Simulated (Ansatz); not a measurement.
A series of calculations on Eu$_{3}$H$_{12}$Pd$_{3}$N

## 1. Relaxation

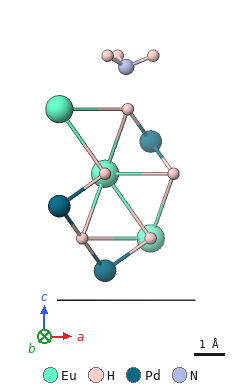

Starting structure of a slab of composition Eu₃H₁₂Pd₃N. Style: ball-and-stick. Shown: the cell of the calculation, outlined in the plane, without the vacuum (origin shifted), along the b axis.

It is NH3 on EuH3Pd(111), set down by a guess. The run prepares the start of a later molecular dynamics calculation, from a guessed geometry. 5 atoms are held fixed.

These are results of DFT PBE-D3(BJ), scalar-relativistic, plane waves, PAW (Ansatz 0.2.0), not measurements.

Input
```yaml
accuracy: low
crystal:
  lattice:
    - [5.361504, 0.0, 0.0]
    - [2.680752, 4.643199, 0.0]
    - [0.0, 0.0, 18.472062]
  atoms:
    - { symbol: Eu, position: [0.3333333, 0.3333333, 0.1133827], spin: 7.0 }
    - { symbol: H, position: [0.8333333, 0.8333333, 0.1133827] }
    - { symbol: H, position: [0.8333333, 0.3333333, 0.1133827] }
    - { symbol: H, position: [0.3333333, 0.8333333, 0.1133827] }
    - { symbol: Pd, position: [0.0, 0.0, 0.0541358] }
    - { symbol: Eu, position: [1.0, 1.0, 0.2318765], spin: 7.0 }
    - { symbol: H, position: [0.5, 0.5, 0.2318765] }
    - { symbol: H, position: [0.5, 1.0, 0.2318765] }
    - { symbol: H, position: [1.0, 0.5, 0.2318765] }
    - { symbol: Pd, position: [0.6666667, 0.6666667, 0.1726296] }
    - { symbol: Eu, position: [0.6666667, 0.6666667, 0.3503703], spin: 7.0 }
    - { symbol: H, position: [0.1666667, 0.1666667, 0.3503703] }
    - { symbol: H, position: [0.1666667, 0.6666667, 0.3503703] }
    - { symbol: H, position: [0.6666667, 0.1666667, 0.3503703] }
    - { symbol: Pd, position: [0.3333333, 0.3333333, 0.2911234] }
    - { symbol: "N", position: [0.1546962, 0.919219, 0.4277845] }
    - { symbol: H, position: [0.0188012, 0.8572132, 0.4483561] }
    - { symbol: H, position: [0.3519484, 0.7841572, 0.4483561] }
    - { symbol: H, position: [0.0933391, 1.1162868, 0.4483561] }
magnetization:
  spin_polarized: true
basis:
  ecutwfc: 420.0
kpoints:
  mp_grid: { grid: [2, 2, 1] }
hamiltonian:
  xc: pbe
  dispersion: d3bj
scf:
  occupations: { method: fermi_dirac, width: 0.1 }
  lower_state_search: "off"
relax:
  f_tol: 0.08
  max_steps: 25
  adjacent_minimum: "off"
  constraints: [{ sites: [0, 1, 2, 3, 4] }]
output:
  write_density: true
  write_potential: true
  elf: true
  volumetric_format: npy
```

Command:
```bash
ansatz run input.yaml --threads 2 --pin off --max-ram 5120MiB --backend cpu --events-out ev --progress --plain --runs-dir out
```

> Where does the constrained relaxation end?

The largest move is that of N16, 1.26 Å at 61° to the normal (+c side). Largest moves by element: N 1.26 Å, H 1.19 Å, Eu 0.26 Å, Pd 0.15 Å. The cell doesn't change. Among the contacts that change: Eu6–H12 2.681 → 2.462 Å, Eu6–H13 2.681 → 2.493 Å, Eu6–H14 2.681 → 2.511 Å, Eu1–H9 2.681 → 2.551 Å. Among the angles between lasting bonds that change: Eu11–N16–H17 137.0° → 89.3°, H12–Pd15–H14 90.0° → 102.4°, H7–Pd15–H12 180.0° → 168.0°. Over 12 accepted moves (13 points after the start) the energy falls by 2.492 eV per cell of the calculation. Largest force component: 1.5 eV/Å at the start, 0.016 eV/Å at the end. 1 step only repeated the SCF at the same geometry. The forces were under the threshold at step 9, but the run went on from there. The run took 2.2 min on 2 threads of Intel(R) Xeon(R) Platinum 8488C (Sapphire Rapids), on a shared host, peak memory 1 GiB.

The end point in the same view:

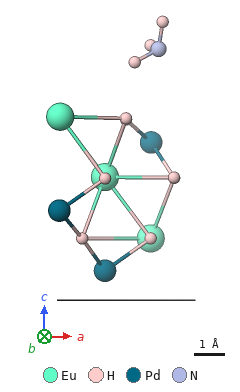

Limits of the set-up: the k-point mesh is coarse for a cell with partly filled bands; the program's low-accuracy preset was used; the periodic images lie only 5.4 Å apart, so the values are limited by the cell's size; 4f states are treated without a Hubbard U.

## 2. Dynamics

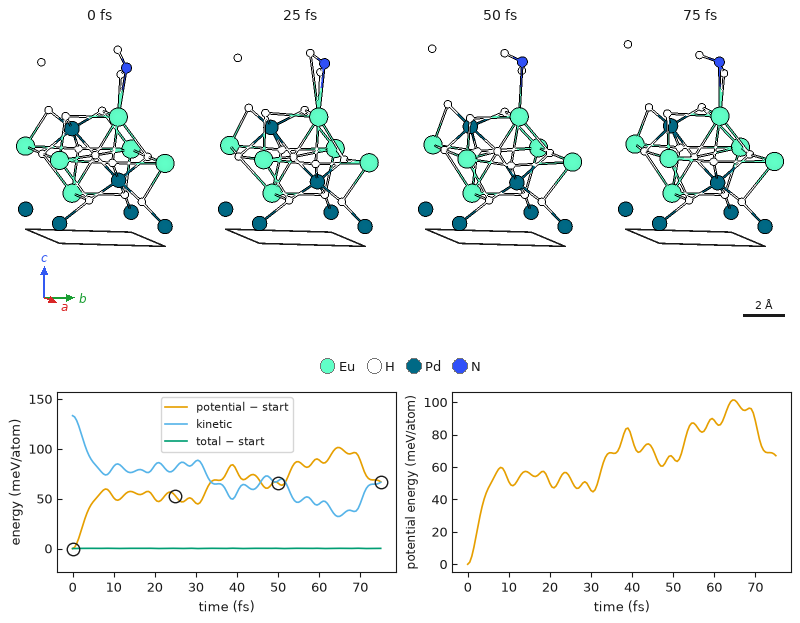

Molecular dynamics of NH3 on EuH3Pd(111) (19 atoms in the cell), 75 fs long. Frames and the history of the run. Style: ball-and-stick. Shown: the simulation cell, with the vacuum cut short, slightly off an axis. Bonds to atoms that aren't drawn are left out.

Computed with Ansatz 0.2.0, DFT PBE-D3(BJ), scalar-relativistic, plane waves, PAW. Settings: plane-wave cutoff 420 eV; k-point mesh 2 × 2 × 1; Fermi-Dirac smearing 0.1 eV; spin collinear; low-accuracy preset; 5 atoms held fixed; constant energy (NVE); velocities drawn for 1400 K; time step 0.5 fs.

Input
```yaml
accuracy: low
crystal:
  lattice:
    - [5.361504, 0.0, 0.0]
    - [2.680752, 4.643199, 0.0]
    - [0.0, 0.0, 18.472062]
  atoms:
    - { symbol: Eu, position: [0.3333333, 0.3333333, 0.1133827], spin: 6.58 }
    - { symbol: H, position: [0.8333333, 0.8333333, 0.1133827] }
    - { symbol: H, position: [0.8333333, 0.3333333, 0.1133827] }
    - { symbol: H, position: [0.3333333, 0.8333333, 0.1133827] }
    - { symbol: Pd, position: [0.0, 0.0, 0.0541358] }
    - { symbol: Eu, position: [0.99936488, 0.99946559, 0.22581248], spin: 6.49 }
    - { symbol: H, position: [0.50283527, 0.49858681, 0.22491794] }
    - { symbol: H, position: [0.50419573, 0.99644479, 0.22435854] }
    - { symbol: H, position: [1.0004048, 0.50020978, 0.22326461] }
    - { symbol: Pd, position: [0.66682473, 0.66654857, 0.16435363] }
    - { symbol: Eu, position: [0.67307878, 0.66162302, 0.33651113], spin: 6.59 }
    - { symbol: H, position: [0.15361173, 0.16829419, 0.33144276] }
    - { symbol: H, position: [0.15352856, 0.67578952, 0.33346164] }
    - { symbol: H, position: [0.67636774, 0.16143818, 0.33487162] }
    - { symbol: Pd, position: [0.33680453, 0.3318269, 0.28938034] }
    - { symbol: "N", position: [0.39061363, 0.83064892, 0.46062504] }
    - { symbol: H, position: [0.21673733, 0.83155572, 0.43650841] }
    - { symbol: H, position: [0.42054559, 0.73775966, 0.51047279] }
    - { symbol: H, position: [0.33256887, 1.04204658, 0.46751087] }
magnetization:
  spin_polarized: true
basis:
  ecutwfc: 420.0
kpoints:
  mp_grid: { grid: [2, 2, 1] }
hamiltonian:
  xc: pbe
  dispersion: d3bj
scf:
  occupations: { method: fermi_dirac, width: 0.1 }
  lower_state_search: "off"
md:
  timestep: 0.5
  n_steps: 150
  ensemble: nve
  temperature: 1400.0
  initial_velocities: maxwell_boltzmann
  seed: 933216
  constraints: [{ sites: [0, 1, 2, 3, 4] }]
```

Run as
```bash
ansatz run input.yaml --threads 2 --pin off --max-ram 5120MiB --backend cpu --events-out ev --progress --plain --runs-dir out
```

**What do the frames and curves show?**

The mean temperature in the second half is 565 K (standard deviation 122 K). The first frame carries almost no forces, so kinetic energy first flows into potential energy: the temperature drops from 1400 to 775 K within 8 fs, and without a thermostat its mean stays below the start. The potential energy is still drifting at the end, so the run hasn't reached equilibrium. The potential energy in the second half lies on average 79.7 meV per atom above the first frame. Root-mean-square distances from the starting positions over the second half, with the common drift of all atoms taken out: H 0.49 Å, N 0.41 Å, Eu 0.32 Å, Pd 0.17 Å. The run lasts only 75 fs, too short to tell vibration from diffusion. The total energy stays between 0 and 0.32 meV per atom of its start. A straight-line fit has a slope that amounts to −0.0071 meV per atom over 75 fs (under 0.1 % of the mean kinetic energy), its mean offset in the second half is 0.2 %, and the ripple about the line is 0.4 % of the kinetic energy's fluctuation. With a drift under 2 % and a ripple under 7 %, the integration is accurate.

Limits of the set-up: the k-point mesh is coarse for a cell with partly filled bands; the program's low-accuracy preset was used; the periodic images lie only 5.4 Å apart, so the values are limited by the cell's size; 4f states are treated without a Hubbard U.

The run took 19 min on 2 threads of Intel(R) Xeon(R) Platinum 8488C (Sapphire Rapids), on a shared host, peak memory 1.1 GiB.

## 3. Dynamics

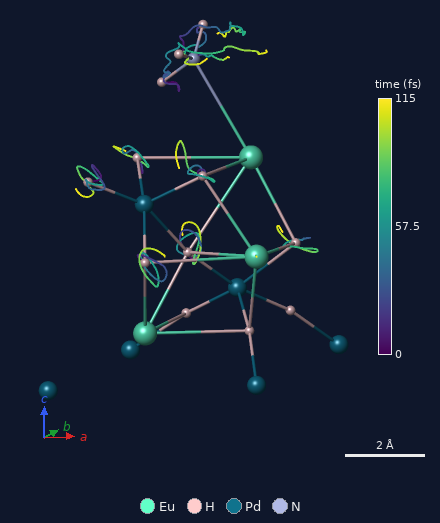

Molecular dynamics of NH3 on EuH3Pd(111) (19 atoms in the cell), 115 fs long. It starts from the last geometry of an earlier run, with fresh velocities. Lines trace each atom's path, coloured by time; spheres stand at the starting positions. Fixed atoms have no trace. Seen slightly off an axis in the simulation cell, with the vacuum cut short.

Level of theory: DFT PBE-D3(BJ), scalar-relativistic, plane waves, PAW (Ansatz 0.2.0). Run with plane-wave cutoff 420 eV; k-point mesh 2 × 2 × 1; Fermi-Dirac smearing 0.1 eV; spin collinear; low-accuracy preset; 5 atoms held fixed; Langevin thermostat (NVT); set temperature 1400 K; time step 0.5 fs; friction 0.005 per fs.

Input
```yaml
accuracy: low
crystal:
  lattice:
    - [5.361504, 0.0, 0.0]
    - [2.680752, 4.643199, 0.0]
    - [0.0, 0.0, 18.472062]
  atoms:
    - { symbol: Eu, position: [0.3333333, 0.3333333, 0.1133827], spin: 7.0 }
    - { symbol: H, position: [0.8333333, 0.8333333, 0.1133827] }
    - { symbol: H, position: [0.8333333, 0.3333333, 0.1133827] }
    - { symbol: H, position: [0.3333333, 0.8333333, 0.1133827] }
    - { symbol: Pd, position: [0.0, 0.0, 0.0541358] }
    - { symbol: Eu, position: [0.95897975, 1.10209478, 0.23047773], spin: 7.0 }
    - { symbol: H, position: [0.47380663, 0.49712661, 0.21761555] }
    - { symbol: H, position: [0.45166726, 1.03235487, 0.22949166] }
    - { symbol: H, position: [0.98327117, 0.51764473, 0.2257769] }
    - { symbol: Pd, position: [0.64541588, 0.66444251, 0.15679077] }
    - { symbol: Eu, position: [0.70999702, 0.66611116, 0.34038652], spin: 7.0 }
    - { symbol: H, position: [0.11899151, 0.18306414, 0.33737803] }
    - { symbol: H, position: [0.16302659, 0.67015417, 0.34353652] }
    - { symbol: H, position: [0.67028904, 0.17924706, 0.34215] }
    - { symbol: Pd, position: [0.33509464, 0.31829658, 0.2967358] }
    - { symbol: "N", position: [0.3973586, 0.76094438, 0.47642084] }
    - { symbol: H, position: [0.20228992, 0.8676347, 0.43892929] }
    - { symbol: H, position: [0.40170816, 0.57041196, 0.49397033] }
    - { symbol: H, position: [0.38863586, 0.89676639, 0.5171934] }
magnetization:
  spin_polarized: true
basis:
  ecutwfc: 420.0
kpoints:
  mp_grid: { grid: [2, 2, 1] }
hamiltonian:
  xc: pbe
  dispersion: d3bj
scf:
  occupations: { method: fermi_dirac, width: 0.1 }
  lower_state_search: "off"
md:
  timestep: 0.5
  n_steps: 230
  ensemble: nvt_langevin
  temperature: 1400.0
  initial_velocities: maxwell_boltzmann
  seed: 344431
  friction: 0.005
  constraints: [{ sites: [0, 1, 2, 3, 4] }]
```

Run as
```bash
ansatz run input.yaml --threads 2 --pin off --max-ram 5120MiB --backend cpu --events-out ev --progress --plain --runs-dir out
```

### Describe the motion.

In the second half of the run the atoms are, in the root-mean-square, this far from where they began (common drift taken out): H 1.22 Å, N 0.72 Å, Eu 0.44 Å, Pd 0.23 Å. The run lasts only 115 fs, too short to tell vibration from diffusion.

Limits of the set-up: the k-point mesh is coarse for a cell with partly filled bands; the program's low-accuracy preset was used; the periodic images lie only 5.4 Å apart, so the values are limited by the cell's size; 4f states are treated without a Hubbard U.

The run took 30 min on 2 threads of Intel(R) Xeon(R) Platinum 8488C (Sapphire Rapids) (shared host), peak memory 1 GiB.
